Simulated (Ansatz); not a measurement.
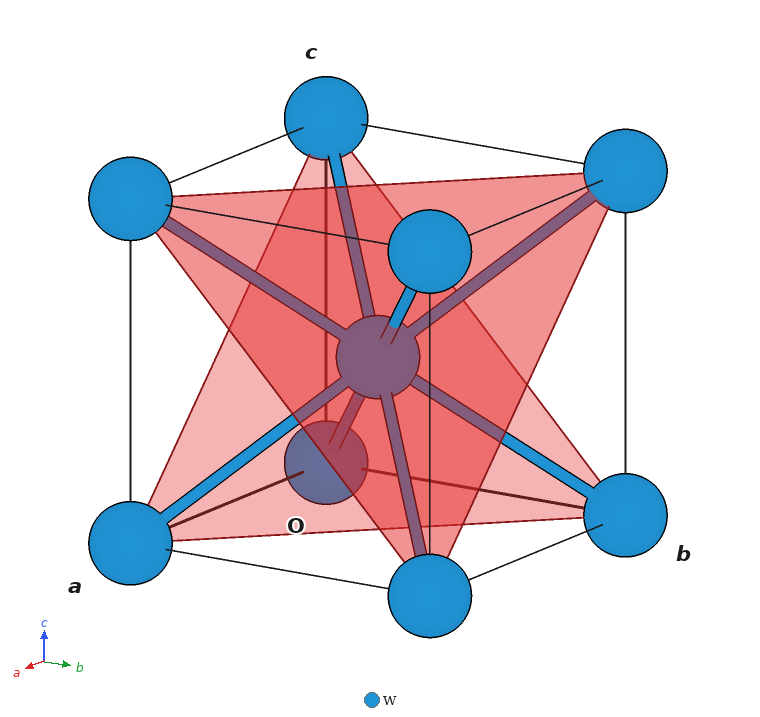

Crystal: W, the input geometry of an electronic-structure calculation (not necessarily at equilibrium). Every member of one family of equally spaced planes, hx + ky + lz = a whole number, that cuts the unit cell is shaded (one member passes through the origin O, touching the cell only at an edge or corner). Symmetry computed with spglib at a tolerance of 0.002 Å; standard conventional cell.

a = 3.183 Å, b = 3.183 Å, c = 3.183 Å, α = 90.00°, β = 90.00°, γ = 90.00°.

Which (hkl) family is drawn?

Answer. (1 1 1); the opposite sign names the same planes. The member next to the origin meets the axes a at 1, b at 1, c at 1.

What is the spacing?

Answer. d = 1.838 Å.

Which atoms of the cell lie in these planes (within 0.03 Å)?

Answer. 1 of the 2 W.

The space group is Im-3m (No. 229). How many reflections hkl are equivalent to this one (itself included), and does it occur?

Answer. 8 reflections are equivalent in the Laue class m-3m. The reflection is systematically absent, by the centring.
